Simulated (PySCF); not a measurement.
# BH2ClO (SMILES OBCl): levels of theory compared

Wanted: a comparison of 5 runs (HF/STO-3G, HF/def2-SVP, B3LYP/6-31G*, PBE/def2-SVP, TPSSh/6-311+G**) of BH2ClO. Input form: a Python script.

The calculation is run with PySCF 2.14.0.

### Step 1. Starting point

BH2ClO: 5 atoms, total charge 0, spin state singlet. As SMILES, `OBCl`. Geometry: relaxed at PBE0-D4/def2-TZVP. This is one conformer, not always the lowest.

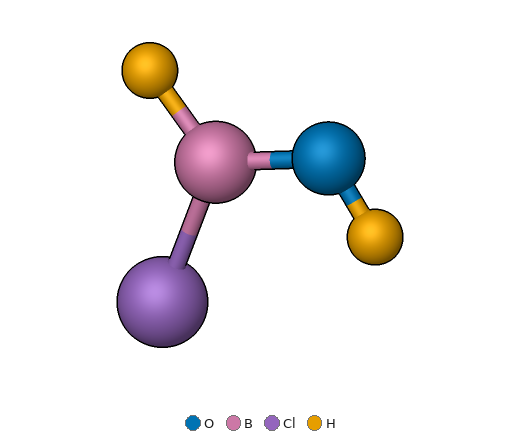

The structure, seen from a chosen angle (oxygen blue, boron pink, chlorine purple, hydrogen amber).

### Step 2. Energy and forces at HF/STO-3G (run 1)

Input file input.py:

```python
from pyscf import gto

mol = gto.M(
    atom='''
O   -0.863300  -0.618600  -0.002900
B    0.379000  -0.137200   0.137900
Cl   0.788600   1.496000  -0.395300
H   -1.477700   0.001200  -0.409700
H    1.223300  -0.815100   0.628600
''',
    max_memory=1860,
    verbose=3,
    basis='sto-3g',
    spin=0,
)

mf = mol.RHF()
mf.conv_tol = 1e-10
mf.kernel()
if not mf.converged:
    mf = mf.newton().run(mf.mo_coeff, mf.mo_occ)

e_final = mf.e_tot
print(f'total energy: {e_final:.8f} hartree')
grad = mf.nuc_grad_method().kernel()
mf.analyze()
```

Started as:

```console
$ OMP_NUM_THREADS=1 python input.py
```

The program printed:

```text
converged SCF energy = -554.047213479512
total energy: -554.04721348 hartree
--------------- RHF gradients ---------------
         x                y                z
0 O    -0.0320832364     0.0130438377    -0.0136532373
1 B     0.0064698910     0.0321754107    -0.0109196026
2 Cl    -0.0044534520    -0.0171373434     0.0055511088
3 H     0.0164714591    -0.0178334621     0.0113853453
4 H     0.0135953383    -0.0102484428     0.0076363859
----------------------------------------------
**** MO energy ****
MO #1   energy= -103.680792426616  occ= 2
MO #2   energy= -20.3465106947655  occ= 2
MO #3   energy= -10.3666275603305  occ= 2
MO #4   energy= -7.81017959472756  occ= 2
MO #5   energy= -7.80566339640661  occ= 2
MO #6   energy= -7.80520644555439  occ= 2
MO #7   energy= -7.50490666845918  occ= 2
MO #8   energy= -1.34994424680804  occ= 2
MO #9   energy= -1.02554897290145  occ= 2
MO #10  energy= -0.722448482261953 occ= 2
MO #11  energy= -0.57780096171485  occ= 2
MO #12  energy= -0.562167678467582 occ= 2
MO #13  energy= -0.496350526771177 occ= 2
MO #14  energy= -0.431065742534643 occ= 2
MO #15  energy= -0.401666295561328 occ= 2
MO #16  energy= -0.394090209706078 occ= 2
MO #17  energy= 0.270977070919717  occ= 0
MO #18  energy= 0.473961005206165  occ= 0
MO #19  energy= 0.548663542950557  occ= 0
MO #20  energy= 0.752102270408759  occ= 0
MO #21  energy= 0.815815160053223  occ= 0
 ** Mulliken atomic charges  **
charge of    0O =     -0.15672
charge of    1B =      0.19632
charge of    2Cl =     -0.18241
charge of    3H =      0.18471
charge of    4H =     -0.04189
Dipole moment(X, Y, Z, Debye): -1.49991, -0.72949, -0.11151
```

It took 2.5 s on 1 thread of Intel Xeon at 2.50GHz (Skylake/Cascade Lake), shared host; peak memory 0.12 GiB.

### Step 3. Energy and forces at HF/def2-SVP (run 2)

Input file input.py:

```python
import pyscf.grad
from pyscf import gto, scf

molecule = gto.Mole()
molecule.atom = '''
O     -0.863300    -0.618600    -0.002900
B      0.379000    -0.137200     0.137900
Cl     0.788600     1.496000    -0.395300
H     -1.477700     0.001200    -0.409700
H      1.223300    -0.815100     0.628600
'''
molecule.charge = 0
molecule.basis = 'def2-svp'
molecule.spin = 0
molecule.verbose = 3
molecule.max_memory = 1860
molecule.build()

calc0 = scf.RHF(molecule)
calc0.conv_tol = 1e-10
calc0.kernel()
if not calc0.converged:
    calc0 = calc0.newton().run(calc0.mo_coeff, calc0.mo_occ)

etot = calc0.e_tot
print('E(%s) = %.9f' % ('HF', etot))
grad = calc0.Gradients().kernel()
dip = calc0.dip_moment()
pop, q = calc0.mulliken_pop()
```

Started as:

```console
$ OMP_NUM_THREADS=1 python input.py
```

The program printed:

```text
converged SCF energy = -560.08534795994
E(HF) = -560.085347960
--------------- RHF gradients ---------------
         x                y                z
0 O     0.0037899262    -0.0173308739     0.0078141561
1 B     0.0077877088     0.0100453822    -0.0018714531
2 Cl    -0.0009703840    -0.0059992450     0.0020980963
3 H    -0.0102359739     0.0129076145    -0.0077911249
4 H    -0.0003712771     0.0003771221    -0.0002496743
----------------------------------------------
Dipole moment(X, Y, Z, Debye): -1.05098,  0.21808, -0.36474
 ** Mulliken pop  **
pop of  0 O 1s            1.99073
pop of  0 O 2s            1.05807
pop of  0 O 3s            0.59235
pop of  0 O 2px           0.89493
pop of  0 O 2py           0.99140
pop of  0 O 2pz           0.98693
pop of  0 O 3px           0.41458
pop of  0 O 3py           0.60063
pop of  0 O 3pz           0.69978
pop of  0 O 3dxy          0.00527
pop of  0 O 3dyz          0.00231
pop of  0 O 3dz^2         0.00113
pop of  0 O 3dxz          0.00147
pop of  0 O 3dx2-y2       0.00201
pop of  1 B 1s            1.99097
pop of  1 B 2s            0.76593
pop of  1 B 3s            0.05230
pop of  1 B 2px           0.63162
pop of  1 B 2py           0.51579
pop of  1 B 2pz           0.26588
pop of  1 B 3px           0.10551
pop of  1 B 3py           0.06025
pop of  1 B 3pz           0.11117
pop of  1 B 3dxy          0.05044
pop of  1 B 3dyz          0.01859
pop of  1 B 3dz^2         0.01370
pop of  1 B 3dxz          0.03098
pop of  1 B 3dx2-y2       0.05405
pop of  2 Cl 1s           1.99946
pop of  2 Cl 2s           1.99138
pop of  2 Cl 3s           1.19571
pop of  2 Cl 4s           0.73852
pop of  2 Cl 2px          1.98186
pop of  2 Cl 2py          1.97905
pop of  2 Cl 2pz          1.98121
pop of  2 Cl 3px          0.74811
pop of  2 Cl 3py          0.64455
pop of  2 Cl 3pz          0.71666
pop of  2 Cl 4px          1.16905
pop of  2 Cl 4py          0.90657
pop of  2 Cl 4pz          1.14865
pop of  2 Cl 3dxy         0.00470
pop of  2 Cl 3dyz         0.00554
pop of  2 Cl 3dz^2        0.00273
pop of  2 Cl 3dxz         0.00082
pop of  2 Cl 3dx2-y2      0.00863
pop of  3 H 1s            0.66705
pop of  3 H 2s            0.04360
pop of  3 H 2px           0.02832
pop of  3 H 2py           0.02573
pop of  3 H 2pz           0.02064
pop of  4 H 1s            0.75742
pop of  4 H 2s            0.30954
pop of  4 H 2px           0.00728
pop of  4 H 2py           0.00558
pop of  4 H 2pz           0.00286
 ** Mulliken atomic charges  **
charge of    0O =     -0.24158
charge of    1B =      0.33283
charge of    2Cl =     -0.22320
charge of    3H =      0.21465
charge of    4H =     -0.08270
```

It took 3.9 s on 1 thread of Intel Xeon at 2.50GHz (Skylake/Cascade Lake), shared host; peak memory 0.13 GiB.

Runs 3 to 4 aren't shown in full; the table further down has their settings and results.

### Step 4. Energy and forces at TPSSh/6-311+G(d,p) (run 5)

Input file run.py:

```python
import pyscf.grad
from pyscf import gto, dft

molecule = gto.M(
    atom='''
O       -0.863300      -0.618600      -0.002900
B        0.379000      -0.137200       0.137900
Cl       0.788600       1.496000      -0.395300
H       -1.477700       0.001200      -0.409700
H        1.223300      -0.815100       0.628600
''',
    verbose=3,
    max_memory=1860,
    charge=0,
    basis='6-311+g**',
)

myscf = dft.RKS(molecule)
myscf.xc = 'tpssh'
myscf.conv_tol = 1e-10
myscf.grids.level = 5
myscf.kernel()
if not myscf.converged:
    myscf = myscf.newton().run(myscf.mo_coeff, myscf.mo_occ)

energy = myscf.e_tot
print(f'total energy: {energy:.8f} hartree')
grad = myscf.Gradients().kernel()
dip = myscf.dip_moment()
pop, q = myscf.mulliken_pop()
```

Started as:

```console
$ OMP_NUM_THREADS=1 python run.py
```

The program printed:

```text
converged SCF energy = -561.626824891719
total energy: -561.62682489 hartree
[... 8 lines left out ...]
Dipole moment(X, Y, Z, Debye): -1.09378,  0.16168, -0.35398
[... 92 lines left out ...]
charge of    4H =      0.04613
```

Run time: 46 s. Hardware: 1 thread of Intel Xeon at 2.50GHz (Skylake/Cascade Lake), shared host; peak memory 0.86 GiB.

### Step 5. Overview of the runs

```
run                               level  integration grid  energy (Eh)  dipole moment (D)  HOMO energy (eV)  LUMO energy (eV)  wall time
  1                           HF/STO-3G                 –  -554.047213               1.67            -10.72              7.37      2.5 s
  2                         HF/def2-SVP                 –  -560.085348               1.13            -12.42              3.69      3.9 s
  3  B3LYP/6-31G* (spherical functions)                 5  -561.556176               1.33             -8.72             -0.21       19 s
  4                        PBE/def2-SVP                 5  -561.031810               1.42             -7.45             -1.06       17 s
  5                     TPSSh/6-311+G**                 5  -561.626825               1.16             -8.46             -0.90       46 s
```

### Step 6. Results

| quantity | value |
| --- | --- |
| run 5: total energy | -561.62682 Eh |
| run 5: dipole moment | 1.16 D |
| run 5: HOMO energy | -8.46 eV |
| run 5: LUMO energy | -0.90 eV |
| run 5: HOMO–LUMO gap | 7.56 eV |
| run 5: largest force on an atom | 0.494 eV/Å |

In words: The dipole moment (its size) runs from 1.13 D (HF/def2-SVP) to 1.67 D (HF/STO-3G). The HOMO–LUMO gap runs from 6.39 eV (PBE/def2-SVP) to 18.10 eV (HF/STO-3G). The two ends differ in method and basis. Totals of different functionals can't be ranked against each other. In run 1 the basis is minimal, so the values are rough. All runs together took 88 s, the longest 46 s.
